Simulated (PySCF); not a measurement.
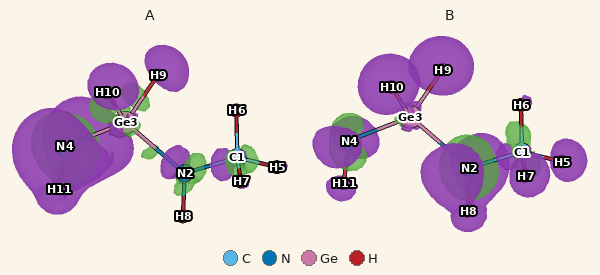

CH₇GeN₂, doublet, SMILES `C[NH][GeH2][NH]`. The two Fukui functions at ±0.03 e/Å³ (purple positive, green negative).

Computed with PySCF, PBE0/def2-SVP, geometry: GFN2-xTB. No frequency check shows the geometry to be a minimum. GFN2-xTB bond lengths at metals and heavier atoms can be off by up to 0.1 Å and shapes distorted, which carries into these values. GFN2-xTB doesn't know the spin state, so this open-shell geometry is rough.

Which panel is f⁻ (electron removed) and which f⁺ (electron added)?

A is f⁺, B is f⁻. f⁻ (Hirshfeld-condensed) is largest on N2 (0.18), H9 (0.14) and H10 (0.13); the vertical ionisation energy is 9.56 eV (to the singlet cation, which needn't be its lowest state). f⁺ (Hirshfeld-condensed) is largest on N4 (0.38); the vertical electron affinity is 1.13 eV (to the singlet anion, which needn't be its lowest state; the anion's highest orbital has positive energy, so this value and f⁺ depend on the basis).
